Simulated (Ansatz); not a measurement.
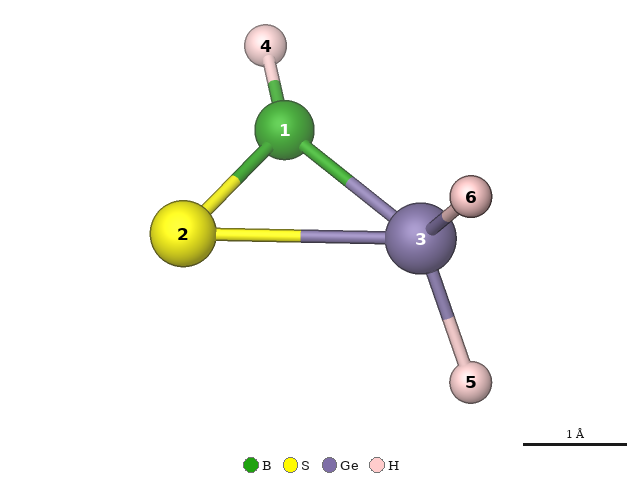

Orthographic view. Atoms fade into the background with distance from the viewer. The geometry was computed by an optimisation with PBE0-D4/def2-TZVP. No frequency run is at hand to confirm it as a minimum.

Write a Z-matrix (Å, degrees) in the order of the atom numbers, with these reference atoms: 2 to 1; 3 to 1, 2; 4 to 1, 2, 3; 5 to 3, 1, 4; 6 to 3, 5, 1.

```
B  
S    1   1.743
Ge   1   2.004   2    75.8
H    1   1.184   2   136.6   3  -179.9
H    3   1.533   1   123.8   4   -94.6
H    3   1.533   5   111.9   1   171.8
```
